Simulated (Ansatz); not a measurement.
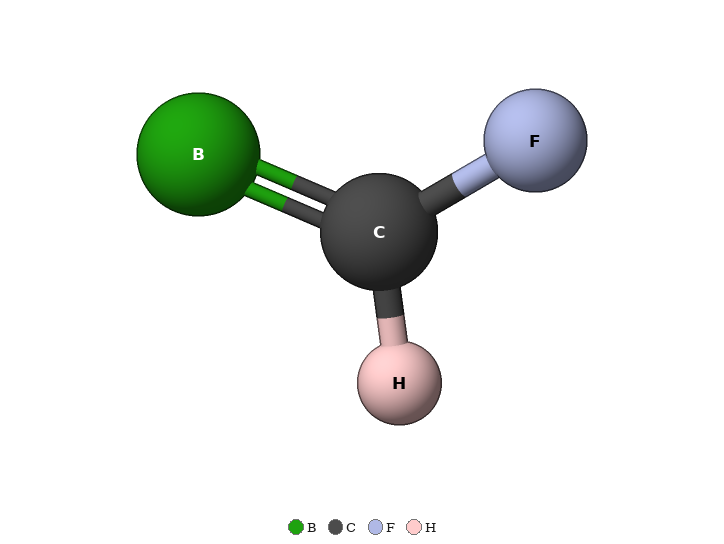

Double and triple bonds are drawn as two and three sticks.

State: neutral, doublet.

Give the formula.

Answer. CHBF, 4 atoms: 1 carbon, 1 hydrogen, 1 boron and 1 fluorine.

Give a SMILES string for it.

Answer. [B]=CF

How many sets of symmetry-equivalent atoms are there?

Answer. 4: 1 B, 1 C, 1 F, 1 H.

Give the symmetry (Schoenflies symbol).

Answer. Cs.

Name some functional groups or characteristic bonds that it holds.

Answer. Among them: C–F bond.

More results for the same structure follow; atom numbers are the same in all pictures, views and colours differ. The geometry was computed by an optimisation with PBE0-D4/def2-TZVP. No frequency run is at hand to confirm it as a minimum.

### Shape

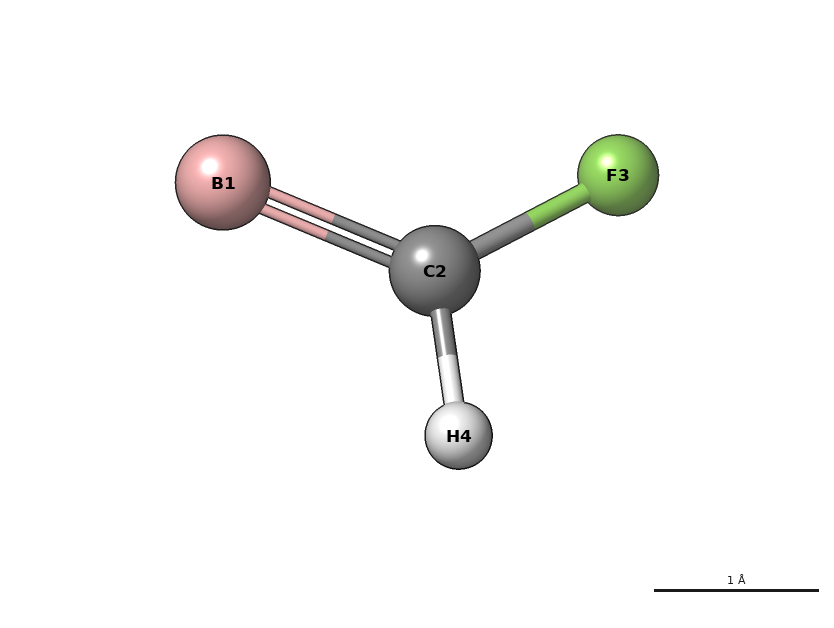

Numbered structure. No frequency run is at hand to confirm it as a minimum.

Estimate the angles B1–C2–F3, B1–C2–H4, F3–C2–H4.

| angle | degrees |
| --- | --- |
| B1–C2–F3 | 127.3 |
| B1–C2–H4 | 118.5 |
| F3–C2–H4 | 114.2 |

### Dipole moment

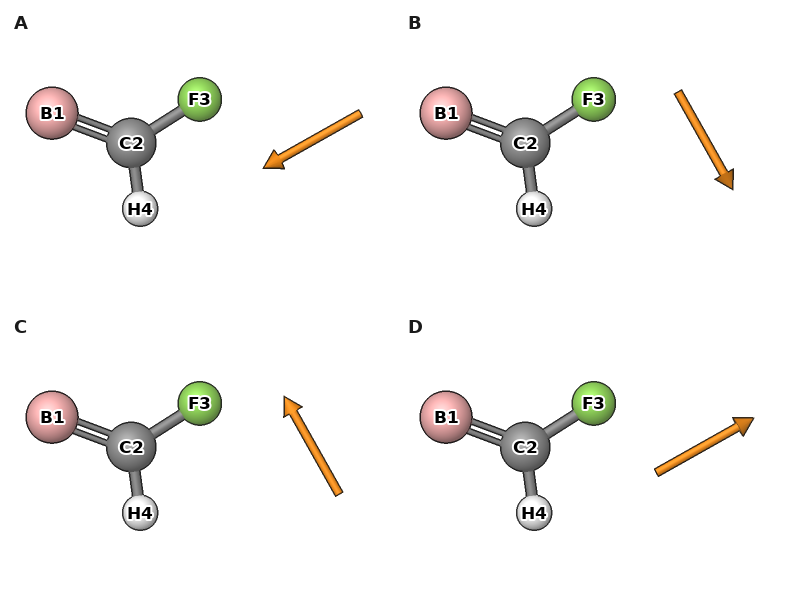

The same molecule four times, each with an arrow. No frequency run is at hand to confirm it as a minimum. Properties computed with UKS PBE0-D4/def2-TZVP (Ansatz 0.2.0).

Which arrow points along the dipole moment, from the negative to the positive end?

Answer. A. The dipole moment is 1.38 D; it points from the side of F3 to the side of B1 (the outermost atoms at the two ends).

### Electronic properties

No frequency run is at hand to confirm it as a minimum. Level of theory: UKS PBE0-D4/def2-TZVPP (Ansatz 0.2.0).

Give the ⟨S²⟩ of the determinant at this level.

Answer. 0.774.

Give the HOMO energy (Kohn–Sham orbital) at this level.

Answer. −6.67 eV.

### Charges

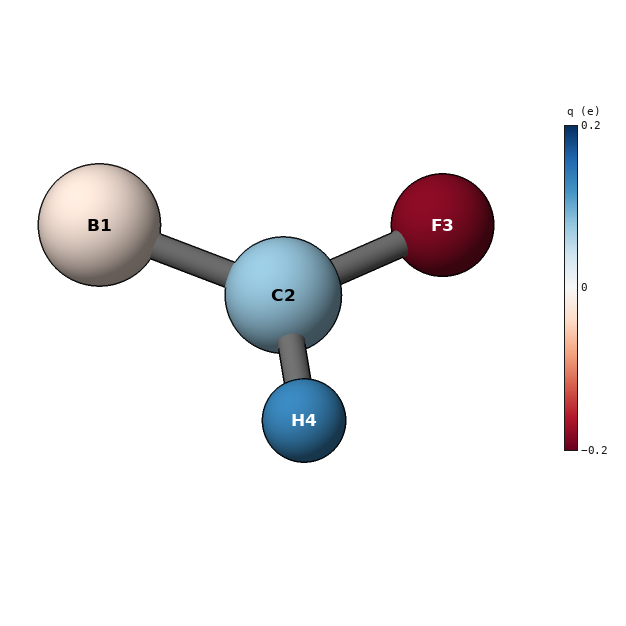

Atoms are coloured by their Mulliken charges. No frequency run is at hand to confirm it as a minimum. Method: UKS PBE0-D4/def2-TZVP (Ansatz 0.2.0).

Which atom carries the highest charge (most positive or least negative)?

Answer. H4 (0.13 e).

And the lowest?

Answer. F3 (−0.18 e).

List the Mulliken charges.

```tsv
atom	value (e)
B1	−0.02
C2	0.08
F3	−0.18
H4	0.13
```

Mulliken values depend strongly on the basis set and can even reverse the polarity of a bond.
